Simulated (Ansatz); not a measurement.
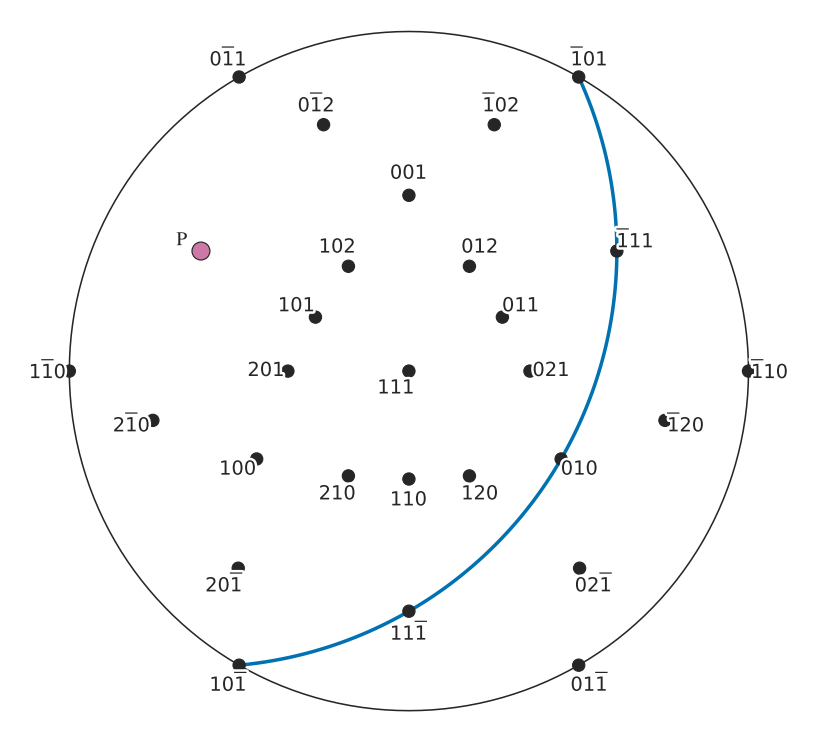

Stereographic projection of plane normals (upper hemisphere) centred on (1 1 1). Crystal: MnO, the input geometry of an electronic-structure calculation (not necessarily at equilibrium). All values are computed from the atomic coordinates in the standard setting (tolerance 0.002 Å).

a = 4.410 Å, b = 4.410 Å, c = 4.410 Å, α = 90.00°, β = 90.00°, γ = 90.00°.

**Index the pole marked P.**

P is (1 −1 1), 70.5° from the centre.

**Which zone does the coloured great circle trace?**

The zone [1 0 1]: its poles satisfy h + l = 0.

**What is the angle between the normals of (1 1 0) and (1 0 0), and what are their d_hkl = 1/|g|?**

45.0°; d = 3.118 Å and 4.410 Å.
